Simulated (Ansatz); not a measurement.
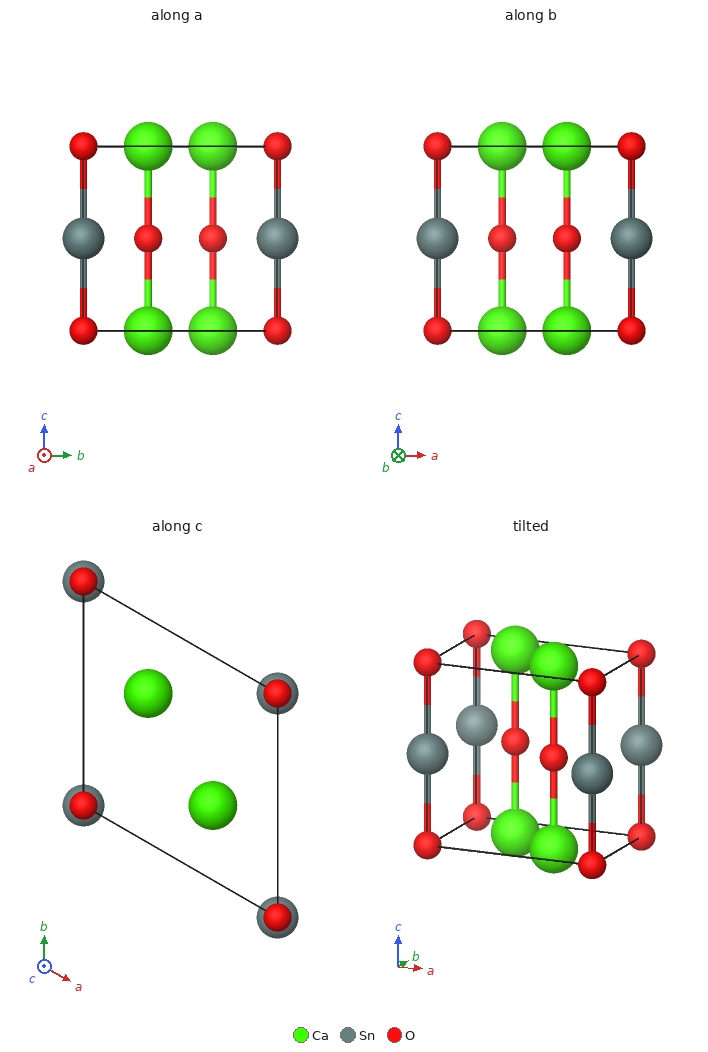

This ball-and-stick model is shown along the a axis, along the b axis, along the c axis and slightly off an axis. Lines trace the edges of the conventional unit cell.

Lattice parameters: a = 5.2926 Å, b = 5.2926 Å, c = 4.3561 Å, α = 90.000°, β = 90.000°, γ = 120.000°.

Put the structure into a CIF with its space group and independent sites.

Answer.
```cif
data_structure
_symmetry_space_group_name_H-M 'P 6/m m m'
_symmetry_Int_Tables_number 191
_cell_length_a 5.2926
_cell_length_b 5.2926
_cell_length_c 4.3561
_cell_angle_alpha 90.000
_cell_angle_beta 90.000
_cell_angle_gamma 120.000
_cell_volume 105.67
loop_
_atom_site_label
_atom_site_type_symbol
_atom_site_symmetry_multiplicity
_atom_site_Wyckoff_symbol
_atom_site_fract_x
_atom_site_fract_y
_atom_site_fract_z
_atom_site_occupancy
Ca1 Ca 2 c 0.3333 0.6667 0.0000 1
Sn1 Sn 1 b 0.0000 0.0000 0.5000 1
O1 O 2 d 0.3333 0.6667 0.5000 1
O2 O 1 a 0.0000 0.0000 0.0000 1
```

It derives from a random cell made by a generator, so it need not be a real form of the compound. What is shown is the relaxed result from DFT PBE, scalar-relativistic, plane waves, PAW in Ansatz 0.2.0.
